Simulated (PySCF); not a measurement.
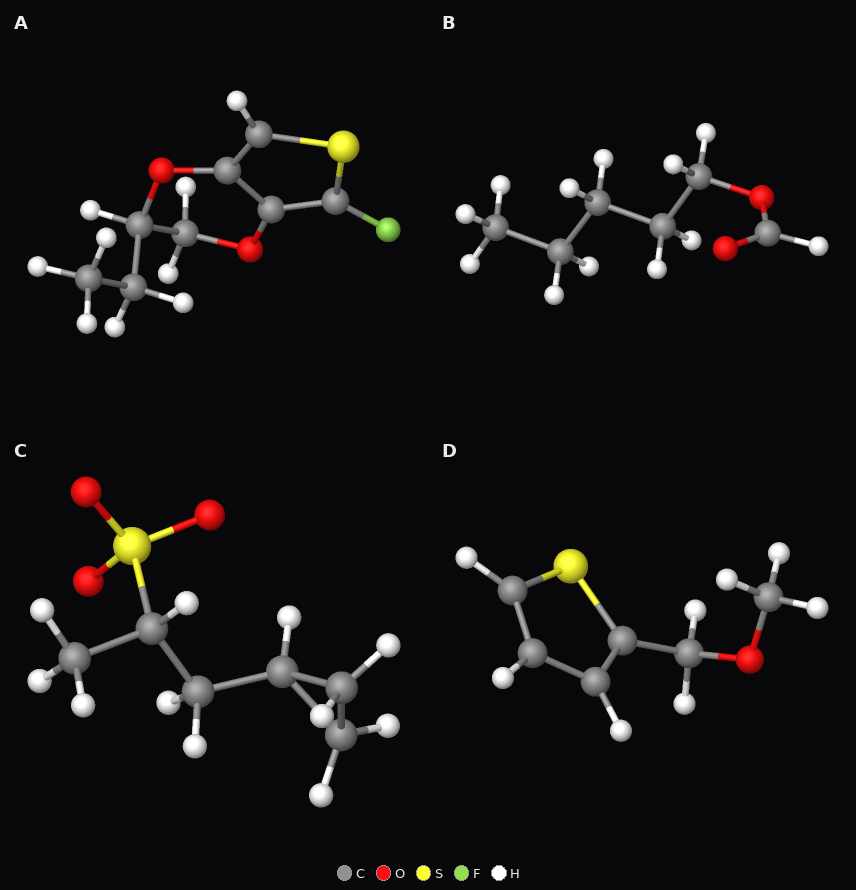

The picture comes from a calculation with PySCF.

Question: Which panel belongs to which SMILES?
(1) CCCCCOC=O
(2) C[C@@H](CC1CC1)S(=O)(=O)[O-]
(3) CC[C@@H]1COc2c(csc2F)O1
(4) COCc1cccs1

Answer: A is (3), B is (1), C is (2), D is (4).
